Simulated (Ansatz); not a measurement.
## CaSnSe3 (model cell, started as cubic perovskite with Sn in the octahedra): following an unstable mode

Which phase does CaSnSe3 (model cell, started as cubic perovskite with Sn in the octahedra) fall into along its unstable mode, and how much energy does it gain?

Program: Ansatz 0.2.0. Level of theory: DFT PBEsol, scalar-relativistic, plane waves, PAW; PAW set soft_1. Results are calculated unless marked as measured.

The structure was built from a prototype and need not be the compound's stable phase.

## (1) The structure

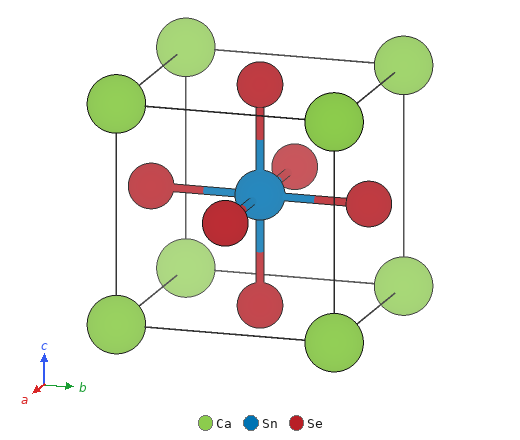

The starting structure, seen slightly off an axis (calcium green, tin blue, selenium red). Some periodic images of atoms are drawn too.

## (2) Response at finite wavevector

The cell comes from relaxations at this level that are not shown. Stability and thermal properties need the whole zone. Linear response on a 2×2×2 q mesh gives force constants as far as a supercell of that size would.

Contents of input.yaml:

```yaml
crystal:
  lattice:
    - [5.2086939713, 0.0, 0.0]
    - [0.0, 5.2086939713, 0.0]
    - [0.0, 0.0, 5.2086939713]
  atoms:
    - { symbol: Ca, position: [0.0, 0.0, 0.0] }
    - { symbol: Sn, position: [0.5, 0.5, 0.5] }
    - { symbol: Se, position: [0.5, 0.5, 0.0] }
    - { symbol: Se, position: [0.5, 0.0, 0.5] }
    - { symbol: Se, position: [0.0, 0.5, 0.5] }
kpoints:
  mp_grid: { grid: [8, 8, 8] }
hamiltonian:
  xc: pbesol
  pseudopotentials: { kind: paw, azcp: { folder: soft_1 }, xc_functional: pbe }
scf:
  occupations: { method: methfessel_paxton, width: 0.2 }
output:
  eigenvalues: true
phonons:
  method: dfpt
  qmesh: [2, 2, 2]
  temperatures: { t_max: 1000, t_step: 50 }
  qpath:
    path:
      - [[0.0, 0.0, 0.0], [0.0, 0.5, 0.0], [0.5, 0.5, 0.0], [0.0, 0.0, 0.0], [0.5, 0.5, 0.5], [0.0, 0.5, 0.0]]
      - [[0.5, 0.5, 0.5], [0.5, 0.5, 0.0]]
    npoints: 10
```

The run is started by

```
ansatz run input.yaml --threads 4 --pin off --max-ram 16384MiB --backend cpu --events-out ev --progress --plain --runs-dir out
```

Numbers of over 12 decimals in the logs are rounded to 6 here.

Log:

```text
Engine: ansatz 0.2.0, aarch64-unknown-linux-gnu
Pseudopotentials: kind: paw
Pseudopotential: Ca, paw, valence charge 10, recommended cutoff 420 eV (normal), soft_1/Ca.paw.azcp
Pseudopotential: Sn, paw, valence charge 14, recommended cutoff 420 eV (normal), soft_1/Sn.paw.azcp
Pseudopotential: Se, paw, valence charge 16, recommended cutoff 420 eV (normal), soft_1/Se.paw.azcp
Functional definition: PBEsol
  exchange = pbesol_x
  correlation = pbesol_c
Crystal: 5 atoms, lattice volume = 141.314 Å³
Basis set: ecut = 420 eV, 2777 PW (Γ), exchange–correlation on 72×72×72 points (8 copies of the dense FFT grid, shifted against one another)
Bands: 44, of which v1, the nominal top of the filled ones, is band 36 counted from 1 (35 counted from 0)
Symmetry: 48 space group operations
k-points: 35 of 512
Non-local potential: Ca, projectors of the file, l = 0: 3, l = 1: 2, l = 2: 2
Non-local potential: Sn, projectors of the file, l = 0: 2, l = 1: 2, l = 2: 2, l = 3: 1
Non-local potential: Se, projectors of the file, l = 0: 2, l = 1: 2, l = 2: 3, l = 3: 1
PAW form: soft (Blöchl's): semilocal exchange-correlation on the pseudo side does not see the compensation charge
PAW frozen core: Ca, regenerated for the run's functional, and the local potential with it (the file was generated under x = pbe(κ = 0.804, μ = 0.219515), c = pbe(β = 0.066725))
PAW frozen core: Sn, regenerated for the run's functional, and the local potential with it (the file was generated under x = pbe(κ = 0.804, μ = 0.219515), c = pbe(β = 0.066725))
PAW frozen core: Se, regenerated for the run's functional, and the local potential with it (the file was generated under x = pbe(κ = 0.804, μ = 0.219515), c = pbe(β = 0.066725))
PAW one-centre angular grid: Ca, 110 points (default); XC on 64 Gauss nodes
PAW one-centre angular grid: Sn, 590 points (default); XC on 64 Gauss nodes
PAW one-centre angular grid: Se, 590 points (default); XC on 64 Gauss nodes
Initial density: superposition of atomic densities (chi_scale 0.1, normalization cell, long waves kept (reshape's long-wave potential 0.01 eV rms))
Initial wavefunctions: pseudopotential atomic-orbital guess
Functional: x = pbesol(κ = 0.804, μ = 0.123457), c = pbesol(β = 0.046)
SCF iter   1: F=—  HF=-24020.183689 eV  |F-HF|=—  |Δ(HF+E_count)|=         —  Δρ=4.38e-2  dr2=5.60e0  ethr=3.10e-3  ⟨swp⟩=8.7  Hψ=6771  notcnv=0
preconditioner: auto → Kerker (q_TF=auto, 2.438 Å⁻¹)  [metal: Δε(μ)=0.071 eV  Ē_g=6.640 eV  σ=0.200 eV  W_gap=0.29  n_scr=32 (ndim 8)  ℏωp=15.3 eV  f_vac=0.000  D(μ)=2.23/eV (n_scr^D=6)]
SCF iter   2: F=—  HF=-24019.068546 eV  |F-HF|=—  |Δ(HF+E_count)|=    1.12e0  S|Δr|=    0.00e0  Δρ=1.71e-2  dr2=6.72e-1  ethr=3.10e-3  ⟨swp⟩=3.0  Hψ=3027  notcnv=0  defer=25
SCF iter   3: F=—  HF=-24018.892354 eV  |F-HF|=—  |Δ(HF+E_count)|=   1.76e-1  S|Δr|=    0.00e0  Δρ=8.00e-3  dr2=1.63e-1  ethr=9.33e-4  ⟨swp⟩=2.3  Hψ=2726  notcnv=0  defer=28
SCF iter   4: F=—  HF=-24018.851759 eV  |F-HF|=—  |Δ(HF+E_count)|=   4.06e-2  S|Δr|=    0.00e0  Δρ=2.21e-3  dr2=1.83e-2  ethr=2.26e-4  ⟨swp⟩=2.5  Hψ=2773  notcnv=0  defer=29
SCF iter   5: F=—  HF=-24018.845969 eV  |F-HF|=—  |Δ(HF+E_count)|=   5.79e-3  S|Δr|=    0.00e0  Δρ=1.19e-3  dr2=3.59e-3  ethr=2.54e-5  ⟨swp⟩=2.0  Hψ=2901  notcnv=0  defer=28
SCF iter   6: F=—  HF=-24018.845057 eV  |F-HF|=—  |Δ(HF+E_count)|=   9.13e-4  S|Δr|=    0.00e0  Δρ=2.68e-4  dr2=3.35e-4  ethr=4.98e-6  ⟨swp⟩=2.0  Hψ=2272  notcnv=0  defer=29
SCF iter   7: F=—  HF=-24018.845003 eV  |F-HF|=—  |Δ(HF+E_count)|=   5.38e-5  S|Δr|=    0.00e0  Δρ=1.04e-4  dr2=5.60e-5  ethr=4.65e-7  ⟨swp⟩=1.9  Hψ=2008  notcnv=0  defer=29
SCF iter   8: F=—  HF=-24018.844993 eV  |F-HF|=—  |Δ(HF+E_count)|=   9.72e-6  S|Δr|=    0.00e0  Δρ=4.34e-5  dr2=9.25e-6  ethr=7.78e-8  ⟨swp⟩=2.7  Hψ=2798  notcnv=0  defer=29
SCF iter   9: F=—  HF=-24018.844992 eV  |F-HF|=—  |Δ(HF+E_count)|=   1.55e-6  S|Δr|=    0.00e0  Δρ=1.29e-5  dr2=3.71e-7  ethr=1.28e-8  ⟨swp⟩=2.6  Hψ=2198  notcnv=0  defer=29
SCF iter  10: F=—  HF=-24018.844990 eV  |F-HF|=—  |Δ(HF+E_count)|=   1.28e-6  S|Δr|=    0.00e0  Δρ=3.38e-6  dr2=1.66e-8  ethr=5.16e-10  ⟨swp⟩=2.0  Hψ=2762  notcnv=0  defer=30
SCF iter  11: F=—  HF=-24018.844990 eV  |F-HF|=—  |Δ(HF+E_count)|=   1.62e-8  S|Δr|=    0.00e0  Δρ=6.05e-7  dr2=4.25e-10  ethr=2.30e-11  ⟨swp⟩=2.0  Hψ=2204  notcnv=0  defer=30
SCF iter  12: F=—  HF=-24018.844990 eV  |F-HF|=—  |Δ(HF+E_count)|=  4.80e-10  S|Δr|=    0.00e0  Δρ=1.37e-7  dr2=3.31e-11  ethr=1.00e-12  ⟨swp⟩=2.0  Hψ=2750  notcnv=0  defer=30
SCF iter  13: F=-24018.844990 eV  HF=-24018.844990 eV  |F-HF|=7.28e-12  |Δ(HF+E_count)|=  2.91e-11  S|Δr|=    0.00e0  Δρ=4.31e-8  dr2=4.62e-12  ethr=1.00e-12  ⟨swp⟩=11.8  Hψ=8244  notcnv=0
SCF 1 converged in 13 iterations: F = -24018.844990 eV  dr2 = 4.62e-12
  greatest PAW one-centre occupation: 1.000 electrons in one spin orbital (limit 2), on the Se atom at site 3 (counted from 0), in its partial waves of l = 2
Initial density: read from a saved state, or passed on in memory by an earlier SCF of this step, an earlier step, the calling program or the single point that the run made first
iter 1 solved again at ethr=9.31e-8 eV; its pass at ethr=3.10e-3 eV (dr2=6.70e-5 eV) is discarded
SCF iter   1: F=—  HF=-24018.844990 eV  |F-HF|=—  |Δ(HF+E_count)|=         —  Δρ=5.30e-7  dr2=6.46e-10  ethr=9.31e-8  ⟨swp⟩=3.9  Hψ=11248  notcnv=0
eigensolver tolerance schedule: the retry pair's looser diagonalisation over-reported the residual by 103733.42 of it (diagonalisation noise at an unbounded share of the residual, at the tolerance the schedule requests for it); recorded, not acted on — ethr = c·dr2/N_el stays at c = 1.0e-1
preconditioner: auto → LDOS  [metal: Δε(μ)=0.022 eV  Ē_g=8.165 eV  σ=0.200 eV  W_gap=0.09  n_scr=32 (ndim 8)  ℏωp=15.3 eV  f_vac=0.024  D(μ)=2.46/eV (n_scr^D=18)  β→1.0]
SCF iter   2: F=—  HF=-24018.844990 eV  |F-HF|=—  |Δ(HF+E_count)|=   6.89e-7  S|Δr|=    0.00e0  Δρ=8.44e-7  dr2=2.18e-9  ethr=1.00e-12  ⟨swp⟩=4.2  Hψ=4693  notcnv=0
SCF iter   3: F=—  HF=-24018.844990 eV  |F-HF|=—  |Δ(HF+E_count)|=   1.01e-9  S|Δr|=    0.00e0  Δρ=3.36e-7  dr2=2.38e-10  ethr=1.00e-12  ⟨swp⟩=2.5  Hψ=2821  notcnv=0
SCF iter   4: F=—  HF=-24018.844990 eV  |F-HF|=—  |Δ(HF+E_count)|=  7.28e-11  S|Δr|=    0.00e0  Δρ=2.25e-7  dr2=1.25e-10  ethr=1.00e-12  ⟨swp⟩=1.0  Hψ=1540  notcnv=0
SCF iter   5: F=—  HF=-24018.844990 eV  |F-HF|=—  |Δ(HF+E_count)|=  4.00e-11  S|Δr|=    0.00e0  Δρ=1.27e-7  dr2=3.68e-11  ethr=1.00e-12  ⟨swp⟩=1.0  Hψ=1540  notcnv=0
SCF iter   6: F=-24018.844990 eV  HF=-24018.844990 eV  |F-HF|=1.46e-11  |Δ(HF+E_count)|=  1.09e-11  S|Δr|=    0.00e0  Δρ=1.25e-8  dr2=1.88e-13  ethr=1.00e-12  ⟨swp⟩=3.5  Hψ=4951  notcnv=0
SCF 2 converged in 6 iterations: F = -24018.844990 eV  dr2 = 1.88e-13
  greatest PAW one-centre occupation: 1.000 electrons in one spin orbital (limit 2), on the Se atom at site 4 (counted from 0), in its partial waves of l = 2
phonons: the bands overlap, so this run is a metal and interpolates without the dipole-dipole term. If the crystal is really an insulator or semiconductor, its LO-TO splitting is missing
NSCF: frozen V_eff on 35 k-points
WARN: eigensolver did not converge (k=1): 1 band(s) unlocked after 20 sweeps at ethr=1.19e-12 eV (storage-precision floor; scheduled 1.00e-12 eV) (lowest unlocked band 43, counted from 0; max residual 9.75e-6 eV among the unlocked bands, 9.75e-6 eV over every band; other slots of this pass that fall short are told together in one closing line; warning suppressed until the next SCF loop or pass starts)
NSCF: frozen V_eff on 125 k-points
DFPT response loops at q = (0, 0, 0) (fractional): preconditioner auto → Kerker (q_TF=auto, 2.438 Å⁻¹) (partly filled bands, converged f_vac=0.024); β = 1.00, the filter's whole step (`scf.mixing.beta` (0.50) is not read by the response loops under this deck's `scf.mixing.preconditioner`; to damp them name `kerker` or `kerker_dos`, under which they read `scf.mixing.beta`, and type it under 1.00, their step now; both keys bind the ground state too); Broyden in place of MSR1
NSCF: frozen V_eff on 250 k-points
DFPT response loops at q = (0, 0, -0.5) (fractional): mixed as the last ones told, above
NSCF: frozen V_eff on 250 k-points
DFPT response loops at q = (0, -0.5, -0.5) (fractional): mixed as the last ones told, above
NSCF: frozen V_eff on 250 k-points
DFPT response loops at q = (-0.5, -0.5, -0.5) (fractional): mixed as the last ones told, above
SCF converged after 13 iterations
Stability not checked: this state was not tested for a lower state beside it, because cold or Methfessel-Paxton smearing, or corrected tetrahedra, fill the levels in a way that the test cannot read (fill_not_monotonic; see scf.lower_state_search)
Free energy (F): -24018.844990 eV
Harris-Foulkes:  -24018.844990 eV  (|F-HF|=7.28e-12)
Internal energy: -24018.838258 eV  (E = F + TS)
E sigma→0 (E₀):  -24018.843307 eV
Entropy (-TS):   -0.006733 eV (-1.347 meV/atom)
Fermi energy:    7.051500 eV
--- Per-component energies (eV) ---
  E_band       = -1464.012311
  E_kinetic    = 752.948683
  E_local      = -10836.481087  (includes V_loc(G=0)·N_el)
  E_nonlocal   = -820.543456
  E_hartree    = 5457.193413
  E_xc         = -504.375947
  E_vxc        = -508.549214  (∫ρ·V_xc dr)
  E_paw        = -11399.711033  (= ΣΔE_a)
  E_vpaw       = -965.773360  (= ΣTr[D̂ρ^β])
  E_aug_tail   = -0.000794  (compensation charges beyond the density's cutoff)
  E_ewald      = -6671.297027
  E_core_change = 3.428989  (= ΣΔE_core)
  E_smearing   = -0.006733  (= −TS)
  E_closure    = -0.000000  (closes the sum)
  Σ components = -24018.844990   (vs F -24018.844990, Δ=0.00e0)
--- Band table (eV; the first three rows and the last of 35) ---
  k-point 0: bands = [... 32 lower, 6.0934, 6.0934, 6.2174, 6.2174, 6.2174, 8.4943, 9.3452, 9.3452, ... 4 higher]
  k-point 1: bands = [... 32 lower, 5.9909, 5.9909, 6.0729, 6.1747, 6.1747, 8.8612, 9.4324, 9.5343, ... 4 higher]
  k-point 2: bands = [... 32 lower, 5.7110, 5.7269, 6.1264, 6.1264, 6.1929, 9.5651, 9.7253, 9.7596, ... 4 higher]
  k-point 34: bands = [... 32 lower, 6.1844, 7.3829, 7.3829, 7.3829, 8.6684, 9.1843, 9.1843, 9.1843, ... 4 higher]
--- Phonons (Γ-DFPT): 4 representative perturbations + reference (Σ response iterations 12) ---
  ASR residual: 3.395e-5 → 0.000e0 eV/Å²; symmetrization residual: 2.582e-5 eV/Å²
  ASR residual per site (eV/Å²): 1.55e-5 3.17e-5 3.40e-5 3.40e-5 3.40e-5
  Γ frequencies (cm⁻¹): -117.34 -117.34 -117.34 -71.60 -71.60 -71.60 -32.47 -32.47 -32.47 0.00 0.00 0.00 234.97 234.97 234.97
--- Phonons (arbitrary-q DFPT): 4 irreducible q on the 2×2×2 mesh ---
  q = [0.0000, 0.0000, 0.0000] (star 1, of the zone-centre solve; hermiticity 4.48e-6, symmetrization 1.25e-11): -117.34 -117.34 -117.34 -71.60 -71.60 -71.60 -32.47 -32.47 -32.47 0.00 0.00 0.00 234.97 234.97 234.97
  q = [0.0000, 0.0000, -0.5000] (star 3, 9 solved perturbations in 975 linear systems a pass and spin channel, the states on 125 of 512 k-point pairs; hermiticity 2.48e-6, symmetrization 3.16e-9): -107.04 -107.04 -75.76 -69.72 -69.72 -68.45 -66.70 -37.60 -37.60 29.42 29.42 161.60 202.73 235.29 235.29
  q = [0.0000, -0.5000, -0.5000] (star 3, 9 solved perturbations in 975 linear systems a pass and spin channel, the states on 125 of 512 k-point pairs; hermiticity 4.38e-6, symmetrization 6.23e-9): -114.30 -114.30 -92.65 -78.74 -67.81 -67.81 18.80 25.24 25.24 47.00 167.57 167.57 190.49 218.15 235.75
  q = [-0.5000, -0.5000, -0.5000] (star 1, 4 solved perturbations in 350 linear systems a pass and spin channel, the states on 125 of 512 k-point pairs; hermiticity 1.98e-6, symmetrization 5.70e-9): -117.82 -117.82 -117.82 -96.83 -96.83 -96.83 59.41 59.41 59.41 171.99 171.99 171.99 188.80 188.80 233.28
  sum rule: each row above includes the acoustic sum rule's correction from the zone centre's row sums; it moved no ω² by more than (0.34 cm⁻¹)²
  mesh force constants: q→R imaginary residual 3.43e-18; ASR residual 3.395e-5 → 0.000e0 eV/Å²; symmetrization residual 7.105e-15 eV/Å²
  interpolated dispersion: 62 rows × 15 modes
  density of states and harmonic sums: on the 12×12×12 q-mesh, interpolated from the force constants of a 2×2×2 supercell (no non-analytic term)
  largest difference from the sums on the solved wave vectors: F 6.71e-2 eV, S 1.08e-4 and C_V 4.06e-5 eV/K
  zero-point energy: 0.064288 eV/cell   skipped modes (ω ≤ 0): 629, of them read as no rigid motion or as one in doubt: 626 (7.402e0 modes/cell left out, lowest -117.82 cm⁻¹)   left out of the sums: 4.94e-1 of the cell's modes: C_V's classical limit lies that fraction below 3 k_B per atom; for a crystal, a wire or a layer, F and S can be off by more, and a phonons.interpolated_qmesh denser along its periods is the remedy for the sampling
```

Wall time 7 min (4 threads of Arm Neoverse V2, shared host); peak memory 2.1 GiB.

In the SCF lines HF is the Harris–Foulkes energy and dr2 the Hartree energy of the density residual, in eV; the loop may stop once dr2 is under the threshold and the program's other checks hold. Hψ counts applications of the Hamiltonian.

Numbers from this step:

```
volume per atom                                         : 28.26 Å³
gap on the k-mesh                                       : 0 eV
sum-rule residual before enforcement                    : 3.40e-5 eV/Å²
lowest frequency on the path                            : -117.8 cm⁻¹
point group                                             : m-3m
highest frequency on the path or at a solved wavevector : 236.1 cm⁻¹
highest optical mode at the zone centre (no LO-TO term) : 235.0 cm⁻¹
lowest optical zone-centre mode                         : -117.3 cm⁻¹
lowest mode on the q mesh (acoustic modes at Γ apart)   : -117.8 cm⁻¹
```

Frequencies (cm⁻¹) solved at each irreducible wavevector; negative means imaginary. Frequencies by wavevector, by row:

```tsv
q in reciprocal lattice units	star	mode 1	mode 2	mode 3	mode 4	mode 13	mode 14	mode 15
0 0 0	1	-117.3	-117.3	-117.3	-71.6	235	235	235
0 0 -0.5	3	-107	-107	-75.8	-69.7	202.7	235.3	235.3
0 -0.5 -0.5	3	-114.3	-114.3	-92.7	-78.7	190.5	218.2	235.8
-0.5 -0.5 -0.5	1	-117.8	-117.8	-117.8	-96.8	188.8	188.8	233.3
```

Interpolated from a 2×2×2 q mesh. Phonon branches along the path, in cm⁻¹:

```tsv
point	branch 1	branch 2	branch 3	branch 4	branch 12	branch 13	branch 14	branch 15
Γ	-117	-117	-117	-72	0	235	235	235
X	-107	-107	-76	-70	162	203	235	235
M	-114	-114	-93	-79	168	190	218	236
Γ	-117	-117	-117	-72	0	235	235	235
R	-118	-118	-118	-97	172	189	189	233
X	-107	-107	-76	-70	162	203	235	235
jump to R	-118	-118	-118	-97	172	189	189	233
M	-114	-114	-93	-79	168	190	218	236
```

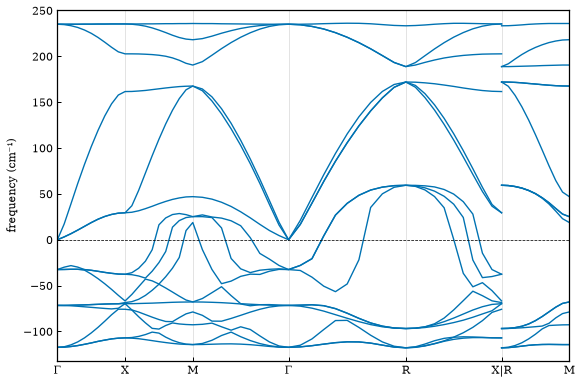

Phonon branches along the path.

Symmetry leaves 4 wavevectors to solve. The lowest mode among them, the acoustic zeros apart, lies at q = (-0.5, -0.5, -0.5) and is imaginary, 117.8i cm⁻¹, so the energy falls along it.

## (3) The mode frozen in, largest atomic shift 0 Å

The mode followed lies at q = (-0.5, -0.5, -0.5) with frequency 117.8i cm⁻¹ and is 3-fold degenerate, the softest among the wavevectors solved. At small amplitude the distorted cell has space group no. 166 by a symmetry search on the positions. The undistorted cell that holds it gives the zero of energy on the same k mesh.

System of this step: CaSnSe3 (model cell, started as cubic perovskite with Sn in the octahedra). The structure is cubic, space group Pm-3m (No. 221). The conventional cell has a = 5.209 Å, b = 5.209 Å, c = 5.209 Å, α = 90.00°, β = 90.00°, γ = 90.00°. Nearest to Ca lie 12 Se at 3.68 Å. Sn has 6 Se at 2.60 Å nearest. Nearest to Se lie 2 Sn at 2.60 Å and 4 Ca at 3.68 Å. Farther neighbours and most contacts between anions are not listed.

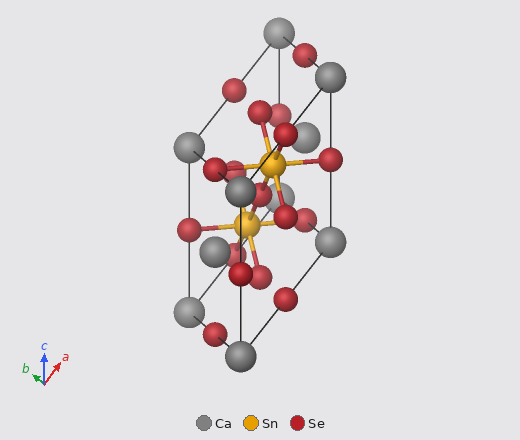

The cell of this step (calcium grey, tin orange, selenium red). Some periodic images of atoms are drawn too.

input.yaml, the sections that differ from step 2:

```yaml
crystal:
  lattice:
    - [5.2086939713, 5.2086939713, 0.0]
    - [5.2086939713, 0.0, 5.2086939713]
    - [5.2086939713, 0.0, -5.2086939713]
  atoms:
    - { symbol: Ca, position: [0.0, 0.0, 0.0] }
    - { symbol: Ca, position: [0.0, 0.5, 0.5] }
    - { symbol: Sn, position: [0.5, 0.25, 0.75] }
    - { symbol: Sn, position: [0.5, 0.75, 0.25] }
    - { symbol: Se, position: [0.5, 0.0, 1.0] }
    - { symbol: Se, position: [0.5, 0.5, 0.5] }
    - { symbol: Se, position: [0.0, 0.0, 0.5] }
    - { symbol: Se, position: [0.0, 0.5, 1.0] }
    - { symbol: Se, position: [0.5, 0.5, 1.0] }
    - { symbol: Se, position: [0.5, 0.0, 0.5] }
output:
  forces: true
  stress: true
  eigenvalues: true
# kpoints, hamiltonian, scf: as in step 2
# phonons: removed
```

Log:

```text
[...]
Crystal: 10 atoms, lattice volume = 282.629 Å³
Basis set: ecut = 420 eV, 5577 PW (Γ), exchange–correlation on 100×100×100 points (8 copies of the dense FFT grid, shifted against one another)
Bands: 87, of which v1, the nominal top of the filled ones, is band 72 counted from 1 (71 counted from 0)
Symmetry: 96 space group operations
[...]
k-points: 29 of 512
[...]
k-point 0: bands = [... 68 lower, 6.2119, 6.2119, 7.3708, 7.3708, 7.3708, 8.4865, 8.6613, 9.1988, ... 11 higher]
  k-point 1: bands = [... 68 lower, 6.2176, 6.2176, 7.2026, 7.2026, 7.3068, 8.7641, 8.8024, 9.0086, ... 11 higher]
  k-point 2: bands = [... 68 lower, 6.2753, 6.2753, 6.9544, 6.9544, 7.1341, 8.3749, 9.1866, 9.3242, ... 11 higher]
  k-point 28: bands = [... 68 lower, 5.9100, 5.9100, 6.5756, 6.5756, 8.5140, 8.5140, 9.7984, 9.7984, ... 11 higher]
[key lines of the parts left out:]
SCF converged after 10 iterations
Free energy (F): -48037.670706 eV
Fermi energy:    6.991259 eV
P = ⅓ Tr σ = 0.0833 GPa (0.833 kbar)
```

The job ended after 13 s (4 threads; peak memory 1.1 GiB; 50 s of CPU time).

Numbers from this step:

```
pressure                         : 0.08326 GPa
energy from the undistorted cell : 0 meV/atom
```

The run ends at a pressure of 0.08 GPa.

(Continued in part 2 of 3.)

[Logs are printed without paths, hosts, clocks, repeated set-up lines and the standing remarks that a program may print on its own settings, such as how far it seeks lower states.]

[Hosts, paths, dates, database ids (printed as entryN), source tags and the programs' standing remarks are cut or masked in the printed files.]
